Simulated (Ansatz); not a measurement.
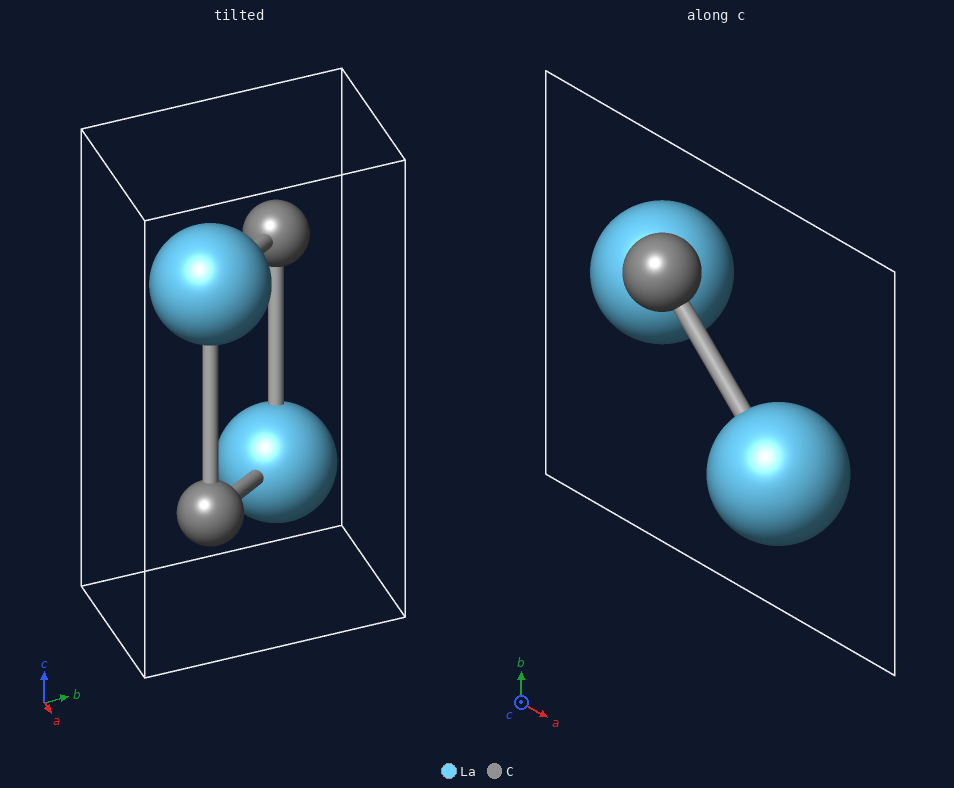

We look at a ball-and-stick model of the crystal slightly off an axis and along the c axis. Atoms at the boundary of the conventional unit cell (the box) are drawn once for each face, edge or corner they touch.

LaC, space group P6_3/mmc (No. 194), a = 4.246 Å, b = 4.246 Å, c = 5.876 Å, α = 90.00°, β = 90.00°, γ = 120.00°. Origin of the cell: a structure type filled with these elements by a generator (whether the compound takes this form wasn't checked). Earlier steps of the study, as a rule a relaxation of our own, may have changed the cell and positions, so they can lie some per cent off the listed ones. It was run through Ansatz as a DFT input.

This one geometry was computed with Ansatz (DFT, plane waves, PAW) at four levels of theory: PBEsol, PBE with spin-orbit coupling, r2SCAN and LDA.

### Which level gives the highest pressure at this volume, and what does that say about its equilibrium volume?

Highest: PBE with spin-orbit coupling (-0.1 GPa) and r2SCAN (-0.1 GPa), which points to the largest equilibrium volume. Lowest, with the smallest volume: LDA (-4.5 GPa). Levels within 0.5 GPa of each other can't be told apart.

### How does the band gap change with the level of theory?

All levels give a metal.

### Collect the results in a table.

| level | cutoff (eV) | k-mesh of the run's cell | gap (eV) | pressure (GPa) |
| --- | --- | --- | --- | --- |
| PBEsol | 420 | 10×10×6 | metal | -2.8 |
| PBE with spin-orbit coupling | 420 | 10×10×6 | metal | -0.1 |
| r2SCAN | 500 | 10×10×6 | metal | -0.1 |
| LDA | 420 | 10×10×6 | metal | -4.5 |

Gaps are taken on the k-mesh or band path of each run.
